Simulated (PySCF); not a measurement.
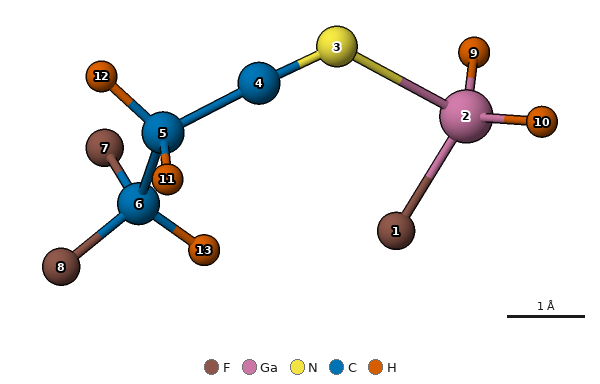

Figure 1. The structure (ball-and-stick view, seen at a tilt; atoms are numbered from 1 in the order of the input). Sticks mark near contacts. Bond lengths as drawn: C–C 1.43 to 1.54 Å, C–F 1.35 Å, C–H 1.09 to 1.10 Å, C–N 1.15 Å, F–Ga 1.77 Å, Ga–H 1.53 Å and Ga–N 2.16 Å.

C3H5F3GaN: spin–spin coupling calculation

System: C3H5F3GaN.
Method: B3LYP/pcJ-1 Ga:pcSseg-1 indirect spin-spin coupling, non-relativistic, gas phase (PySCF 2.14.0).

The geometry comes from this level: GFN2-xTB. It belongs to a series of runs on one base structure; here: Al replaced by Ga. Figures and captions count atoms from 1; the log counts them from 0 in places.

The input:
```
{"job": {"kind": "j", "xc": "B3LYP", "basis": "pcJ-1"}, "charge": 0, "multiplicity": 1}
F     -1.467237     0.031940    -1.629951
Ga    -2.707112     0.224974    -0.385671
N     -1.178559     0.461634     1.117095
C     -0.042301     0.445887     0.959908
C      1.359986     0.393356     0.701117
C      1.644500    -0.643448    -0.404313
F      1.587284    -1.887219     0.109483
F      2.905801    -0.466772    -0.850160
H     -3.355105    -1.094644     0.037127
H     -3.319271     1.628993    -0.375030
H      1.704298     1.372468     0.354749
H      1.911431     0.111959     1.604512
H      0.951895    -0.578641    -1.256594
```

The first line tells a small driver script what to run in PySCF; the rest is the geometry in Å.

Run on 1 CPU thread, shared host.

Run as:
```bash
OMP_NUM_THREADS=1 python <driver script> task.json out
```

The program's output:
```
coarse grid: 56336 points
cycle   1  E = -2396.1112324817  dE =  3.520e-01  |g| = 1.429e+00  |ddm| = 3.156e+00
cycle   2  E = -2395.5211598531  dE =  5.901e-01  |g| = 2.411e+00  |ddm| = 2.142e+00
cycle   3  E = -2396.3219874535  dE = -8.008e-01  |g| = 4.290e-01  |ddm| = 1.613e+00
cycle   4  E = -2396.3483069669  dE = -2.632e-02  |g| = 1.646e-01  |ddm| = 2.977e-01
cycle   5  E = -2396.3519542067  dE = -3.647e-03  |g| = 9.576e-02  |ddm| = 1.290e-01
cycle   6  E = -2396.3535200420  dE = -1.566e-03  |g| = 7.838e-03  |ddm| = 5.041e-02
cycle   7  E = -2396.3535278376  dE = -7.796e-06  |g| = 4.108e-03  |ddm| = 6.161e-03
cycle   8  E = -2396.3535302565  dE = -2.419e-06  |g| = 6.095e-04  |ddm| = 2.490e-03
final grid: 119584 points
cycle   9  E = -2396.3535290852  dE = -5.810e-08  |g| = 8.620e-04  |ddm| = 1.637e-03
cycle  10  E = -2396.3535288787  dE =  2.065e-07  |g| = 1.433e-03  |ddm| = 1.174e-03
cycle  11  E = -2396.3535291647  dE = -2.860e-07  |g| = 3.049e-04  |ddm| = 8.089e-04
cycle  12  E = -2396.3535291830  dE = -1.832e-08  |g| = 3.180e-05  |ddm| = 1.645e-04
cycle  13  E = -2396.3535291832  dE = -1.796e-10  |g| = 9.604e-06  |ddm| = 2.349e-05
```

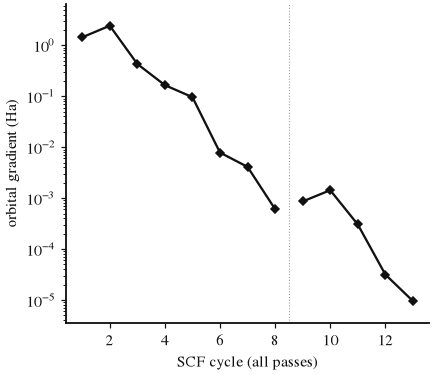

Figure 2. Convergence of the self-consistent field: orbital gradient against the SCF cycle. The dotted line marks the change from a coarse to the final integration grid. The first 8 cycles use a coarse grid, the final grid takes over at cycle 9, and the field converges after 13 cycles in all.

```
converged SCF energy = -2396.3535291832

Indirect spin-spin couplings (Hz)
  i      j    bonds     total        FC       PSO       DSO        SD
  0 F    2 N    2      1.950    -0.369     1.812    -0.032     0.539
  0 F    3 C    3      1.744     1.216    -1.727     0.275     1.980
  0 F    4 C    4     -0.944    -0.898    -0.152     0.147    -0.041
  0 F    5 C    5      9.497     8.107     0.642     0.426     0.323
  0 F    6 F    6      2.681     1.073     1.563     0.436    -0.392
  0 F    7 F    6      9.115     2.270     5.352     0.099     1.394
  0 F    8 H    2     50.916    56.000    -1.174    -3.337    -0.573
  0 F    9 H    2     53.398    58.362    -1.108    -3.248    -0.607
  0 F   11 H    5      0.528     0.320     0.923    -0.666    -0.049
  0 F   12 H    6      1.071    -0.213    -2.327     3.175     0.435
  2 N    3 C    1    -30.968   -23.570    -0.701    -0.061    -6.636
  2 N    4 C    2      2.366     2.059     0.364     0.044    -0.102
  2 N    5 C    3     -1.680    -1.535    -0.000    -0.000    -0.145
  2 N    6 F    4     -0.218    -0.005    -0.080     0.022    -0.155
  2 N    7 F    4     -0.260    -0.428    -0.138     0.107     0.199
  2 N    8 H    2     -8.163    -8.243     0.036     0.052    -0.008
  2 N    9 H    2     -8.363    -8.434     0.039     0.038    -0.006
  2 N   10 H    3     -2.394    -2.181    -0.369     0.134     0.022
  2 N   11 H    3     -2.069    -1.849    -0.410     0.139     0.051
  3 C    4 C    1     71.906    73.898    -2.293     0.301         -
  3 C    5 C    2      0.732     0.689    -0.095     0.138         -
  3 C    6 F    3     -0.514    -1.568     0.670     0.158     0.226
  3 C    7 F    3     16.663    17.096    -0.014    -0.192    -0.227
  3 C    8 H    3      2.663     2.798     0.252    -0.387         -
  3 C    9 H    3      2.409     2.531     0.241    -0.362         -
  3 C   10 H    2    -10.818   -10.768    -0.149     0.099         -
  3 C   11 H    2    -10.130   -10.111    -0.094     0.075         -
  3 C   12 H    3      2.186     2.011    -0.236     0.411         -
  4 C    5 C    1     43.200    43.865    -1.009     0.343         -
  4 C    6 F    2     24.429    26.377    -3.241     0.055     1.237
  4 C    7 F    2     32.798    35.592    -3.564     0.064     0.706
  4 C    8 H    4     -0.345    -0.217     0.125    -0.253         -
  4 C    9 H    4     -0.387    -0.268     0.110    -0.228         -
  4 C   10 H    1    144.643   143.056     0.564     1.024         -
  4 C   11 H    1    146.990   145.455     0.497     1.038         -
  4 C   12 H    2      8.880     8.907    -0.056     0.029         -
  5 C    6 F    1   -313.224  -309.001   -17.748     1.071    12.454
  5 C    7 F    1   -307.962  -305.610   -16.241     1.042    12.847
  5 C    8 H    5      0.675     0.747    -0.003    -0.070         -
  5 C    9 H    5     -0.196    -0.033     0.052    -0.215         -
  5 C   10 H    2     -5.389    -5.465    -0.134     0.210         -
  5 C   11 H    2     -8.683    -8.712    -0.131     0.159         -
  5 C   12 H    1    208.948   208.517    -1.147     1.578         -
  6 F    7 F    2    260.409    60.474   114.054    -0.579    86.459
  6 F    8 H    6      0.155     0.040     0.049     0.065     0.000
  6 F    9 H    6     -0.594    -0.025     0.672    -1.216    -0.026
  6 F   10 H    3     24.571    26.059     0.684    -1.937    -0.235
  6 F   11 H    3     14.555    14.942    -0.221     0.410    -0.577
  6 F   12 H    2     60.630    63.744     0.938    -0.682    -3.370
  7 F    9 H    6     -0.370    -0.070     0.572    -0.865    -0.006
  7 F   10 H    3      4.981     4.306     0.966     0.386    -0.676
  7 F   11 H    3      1.483     1.668     0.366    -0.269    -0.281
  7 F   12 H    2     59.946    63.221     0.879    -0.801    -3.352
  8 H    9 H    2     55.050    60.614     1.486    -7.050         -
  8 H   10 H    5      0.285     0.928     0.742    -1.385         -
  8 H   11 H    5     -0.391    -0.103     0.573    -0.861         -
  8 H   12 H    6     -0.508    -0.048    -0.116    -0.344         -
  9 H   10 H    5      1.370     1.581     0.175    -0.386         -
  9 H   11 H    5      0.838     1.224     0.716    -1.102         -
  9 H   12 H    6     -0.882    -0.020     0.188    -1.050         -
 10 H   11 H    2    -18.973   -19.238     2.193    -1.928         -
 10 H   12 H    3      0.678     0.547     0.440    -0.309         -
 11 H   12 H    3      8.554     8.519     2.544    -2.510         -
```

Summary:

- outcome: converged
- total energy: −2396.353529 hartree
- HOMO: −7.84 eV
- LUMO: −1.67 eV
- dipole moment: 4.49 D
- wall time: 2.3 min
- peak memory: 1.2 GiB

Remarks:

Spin–orbit coupling is left out, which matters for the heavy atoms.
